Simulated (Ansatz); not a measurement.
# [BH4]− (SMILES [H][B-]([H])([H])[H]): levels of theory compared

Wanted: a comparison of 6 runs (B2PLYP/6-31G, HSE06/6-31G, PBE0/6-31G, UPBE0/3-21G, revPBE/6-31G, CCSD(T)/3-21G) of [BH4]−. 

The calculation is run with Ansatz 0.2.0.

## (1) The system as given

The species is [BH4]− (5 atoms), meant as a singlet with charge -1. SMILES: `[H][B-]([H])([H])[H]`. The H3–B1 distance was set to 2.458 Å, away from the relaxed value. At this shape a bond of the SMILES string is far longer than usual.

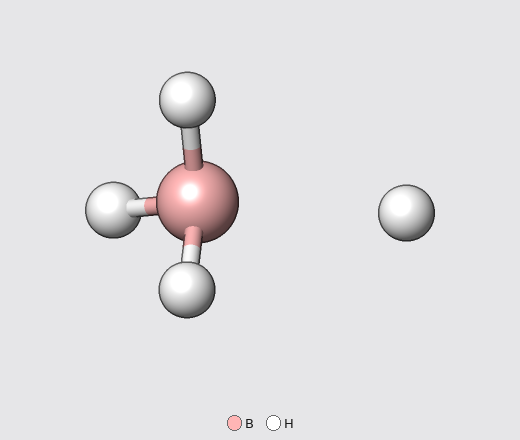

Viewed from a chosen angle; boron pink, hydrogen white.

## (2) The energy at B2PLYP/6-31G (run 1)

input.yaml reads:

```yaml
crystal:
  periodic: [false, false, false]
  atoms:
    - {symbol: B, position_ang: [-1.154681, -0.012220, 0.420721]}
    - {symbol: H, position_ang: [-1.142801, -0.032610, 1.649891]}
    - {symbol: H, position_ang: [1.154650, 0.011840, -0.420810]}
    - {symbol: H, position_ang: [-1.742281, 0.995780, 0.033211]}
    - {symbol: H, position_ang: [-1.733611, -1.010910, 0.000081]}
basis:
  gaussian:
    orbitals: 6-31G
correlation:
  frozen_orbitals: {B: 1, H: 0}
accuracy: high
total_charge: -1
hamiltonian:
  xc: {name: B2PLYP}
```

Command:

```sh
$ ansatz run input.yaml --threads 1 --pin off --max-ram 2610MiB --events-out events.jsonl --progress --plain --runs-dir runs
```

The log of the run:

```text
Warning: RAYON_NUM_THREADS=1 ignored (pool sized by the plan → 1); use --threads N
Functional definition: B2PLYP
  name "B2PLYP"
  parameter a = 0.53
  parameter c = 0.27
  exchange = (1 - a)*b88_x + a*exact_x
  correlation = (1 - c)*lyp_c + c*(mp2_os + mp2_ss)
411 factors; integrals over basis functions are off by at most 2.4e-9 eV
mean field evaluation 1: about -734.5687 eV, gradient 1.3e1 eV
mean field evaluation 2: about -734.5617 eV, gradient 1.3e1 eV
mean field evaluation 4: about -735.6208 eV, gradient 1.0e0 eV
mean field evaluation 8: about -735.6257 eV, gradient 1.4e-3 eV
mean field evaluation 16: about -735.6257 eV, gradient 1.5e-8 eV
mean field -735.62567683 eV, -27.0337449984 hartree, gradient 1.5e-8 eV, S^2 0.000000; 0 other end points of the search recorded, 0 dependent functions left out; unrestricted orbitals would lower it
1 core orbitals not correlated: weight in the atoms' cores, before any rotation towards them, 1.000 or more for the frozen orbitals, at most 0.000 for the correlated occupied ones
reference -735.62569503 eV, -27.0337456675 hartree; 4, 4 occupied and 12, 12 virtual orbitals, 411 factors
second order -2.84906432 eV of doubles, -0.00000000 eV of singles
Total energy: -736.39494240 eV, -27.0620149869 hartree
```

Wall time 0.85 s (1 thread of Arm Neoverse V2, shared host); peak memory 0.096 GiB.

## (3) The energy at HSE06/6-31G (run 2)

job.yaml reads:

```yaml
crystal:
  periodic: [false, false, false]
  atoms:
    - {symbol: B, position_ang: [-1.154681, -0.012220, 0.420721]}
    - {symbol: H, position_ang: [-1.142801, -0.032610, 1.649891]}
    - {symbol: H, position_ang: [1.154650, 0.011840, -0.420810]}
    - {symbol: H, position_ang: [-1.742281, 0.995780, 0.033211]}
    - {symbol: H, position_ang: [-1.733611, -1.010910, 0.000081]}
basis:
  gaussian: {orbitals: 6-31G}
total_charge: -1
hamiltonian: {xc: {name: HSE06}}
accuracy: high
```

Command:

```sh
$ ansatz run job.yaml --threads 1 --pin off --max-ram 2610MiB --events-out events.jsonl --progress --plain --runs-dir runs
```

The log of the run:

```text
Warning: RAYON_NUM_THREADS=1 ignored (pool sized by the plan → 1); use --threads N
Functional definition: HSE06
  name "HSE06"
  parameter a = 0.25
  parameter omega = 0.11/bohr
  exchange = pbe_x - a*pbe_x_sr(omega) + a*exact_x_sr(omega)
  correlation = pbe_c
411 factors; integrals over basis functions are off by at most 2.4e-9 eV
71 factors; integrals over basis functions are off by at most 2.4e-10 eV
mean field evaluation 1: about -735.9007 eV, gradient 1.2e1 eV
mean field evaluation 2: about -731.6889 eV, gradient 3.0e1 eV
mean field evaluation 4: about -736.8934 eV, gradient 4.5e-1 eV
mean field evaluation 8: about -736.8835 eV, gradient 2.4e-3 eV
mean field evaluation 16: about -736.8835 eV, gradient 3.6e-8 eV
mean field -736.88351304 eV, -27.0799696265 hartree, gradient 3.6e-8 eV, S^2 0.000000; 0 other end points of the search recorded, 0 dependent functions left out
reference -736.88351505 eV, -27.0799697007 hartree; 5, 5 occupied and 12, 12 virtual orbitals, 411 factors
Total energy: -736.88351505 eV, -27.0799697007 hartree
```

Run time: 0.71 s. Hardware: 1 thread of Arm Neoverse V2, shared host.

## (4) A single-point energy at PBE0/6-31G (run 3)

input.yaml: that of step 2 with these lines changed.

```diff
@@ -9,9 +9,5 @@
 basis:
-  gaussian:
-    orbitals: 6-31G
-correlation:
-  frozen_orbitals: {B: 1, H: 0}
+  gaussian: {orbitals: 6-31G}
+total_charge: -1
 accuracy: high
-total_charge: -1
-hamiltonian:
-  xc: {name: B2PLYP}
+hamiltonian: {xc: pbe0}
```

Command:

```sh
$ ansatz run input.yaml --threads 1 --pin off --max-ram 2610MiB --events-out events.jsonl --progress --plain --runs-dir runs
```

The log of the run:

```text
Warning: RAYON_NUM_THREADS=1 ignored (pool sized by the plan → 1); use --threads N
Functional definition: PBE0
  name "PBE0"
[... 1 set-up line as earlier in the session ...]
  parameter kappa = 0.804
  parameter beta = 0.06672455060314922
  exchange = (1 - a)*pbe_x(kappa = kappa, mu = beta*pi^2/3) + a*exact_x
  correlation = pbe_c(beta = beta)
411 factors; integrals over basis functions are off by at most 2.4e-9 eV
mean field evaluation 1: about -735.9327 eV, gradient 1.2e1 eV
mean field evaluation 2: about -733.3622 eV, gradient 2.6e1 eV
mean field evaluation 4: about -736.9713 eV, gradient 3.1e-1 eV
mean field evaluation 8: about -736.9604 eV, gradient 3.0e-3 eV
mean field -736.96035723 eV, -27.0827935985 hartree, gradient 3.9e-8 eV, S^2 0.000000; 0 other end points of the search recorded, 0 dependent functions left out
reference -736.96035874 eV, -27.0827936541 hartree; 5, 5 occupied and 12, 12 virtual orbitals, 411 factors
Total energy: -736.96035874 eV, -27.0827936541 hartree
```

It took 0.54 s on 1 thread of Arm Neoverse V2, shared host.

Runs 4 to 5 aren't shown in full; the table further down has their settings and results.

## (5) A single-point energy at CCSD(T)/3-21G (run 6)

job.yaml: that of step 3 with these lines changed.

```diff
@@ -9,5 +9,6 @@
 basis:
-  gaussian: {orbitals: 6-31G}
+  gaussian: {orbitals: 3-21G.json}
 total_charge: -1
-hamiltonian: {xc: {name: HSE06}}
+correlation: {method: ccsd_t, frozen_orbitals: {B: 1, H: 0}}
 accuracy: high
+scf: {omitted_lower_state_checks: [cluster_reference, increment]}
```

The basis set 3-21G is read from a file made from the Basis Set Exchange's data (not shown).

Command:

```sh
$ ansatz run job.yaml --threads 1 --pin off --max-ram 2610MiB --events-out events.jsonl --progress --plain --runs-dir runs
```

The log of the run, cut to the lines that bear on the results:

```text
Warning: RAYON_NUM_THREADS=1 ignored (pool sized by the plan → 1); use --threads N
Functional definition: HF
  name "HF"
[...]
337 factors; integrals over basis functions are off by at most 4.3e-9 eV
[...]
mean field -726.67320108 eV, -26.7047475831 hartree, gradient 6.7e-9 eV, S^2 0.000000; 0 other end points of the search recorded, 0 dependent functions left out; unrestricted orbitals would lower it
1 core orbitals not correlated: weight in the atoms' cores, before any rotation towards them, 1.000 or more for the frozen orbitals, at most 0.000 for the correlated occupied ones
reference -726.67320108 eV, -26.7047475831 hartree; 4, 4 occupied and 12, 12 virtual orbitals, 337 factors
second order -2.12314974 eV of doubles, -0.00000000 eV of singles
cycle   1  -2.57058721 eV  change   -4.5e-1 eV  update   8.8e-2
[...]
cycle  20  -2.95623731 eV  change  -1.9e-10 eV  update  3.0e-10
perturbative correction -0.08966378 eV, -0.0032950831 hartree
Total energy: -729.71910217 eV, -26.8166823834 hartree
Checks for a lower state left out: cluster_reference, increment
```

Wall time 0.12 s (1 thread of Arm Neoverse V2, shared host).

## (6) The series

| run | level | frozen core orbitals | energy (Eh) | wall time |
| --- | --- | --- | --- | --- |
| 1 | B2PLYP/6-31G | 1 | -27.062015 | 0.85 s |
| 2 | HSE06/6-31G | – | -27.079970 | 0.71 s |
| 3 | PBE0/6-31G | – | -27.082794 | 0.54 s |
| 4 | UPBE0/3-21G | – | -26.935771 | 0.97 s |
| 5 | revPBE/6-31G | – | -27.128050 | 0.54 s |
| 6 | CCSD(T)/3-21G | 1 | -26.816682 | 0.12 s |

## (7) Results

```
                                         quantity         value
                              run 6: total energy  -26.81668 Eh
run 6: correlation energy (1 core orbital frozen)    -111.9 mEh
                            run 6: (T) correction     -3.30 mEh
                             run 6: T1 diagnostic         0.041
```

Totals of different functionals can't be ranked against each other. In run 6 the T1 diagnostic is large, so a single reference may not serve. In runs 1, 6 the log says that unrestricted orbitals would lower the reference, so the values rest on an unstable closed-shell determinant (other closed-shell runs at this shape may share the fault). All runs together took 3.7 s, the longest 0.97 s.
